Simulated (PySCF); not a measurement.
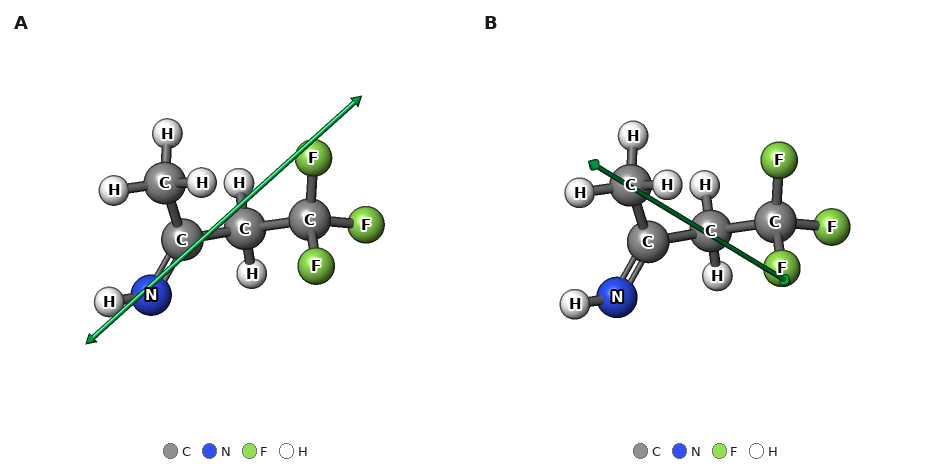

The double arrows show the directions of two transition dipoles from the ground state (lengths mean nothing). The geometry was computed by an optimisation with GFN2-xTB. No frequency run is at hand to confirm it as a minimum. Method: TDDFT PBE0/def2-SVPD, vertical, gas phase, core orbitals frozen in the response (PySCF 2.14.0).

Question: One belongs to singlet state 2 and one to singlet state 3. Which is which?

Answer: A: state 3, 8.05 eV (154 nm), oscillator strength 0.032, mainly HOMO → LUMO+2 (weight 0.79).
B: state 2, 7.18 eV (173 nm), oscillator strength 0.041, mainly HOMO → LUMO+1 (weight 0.94).
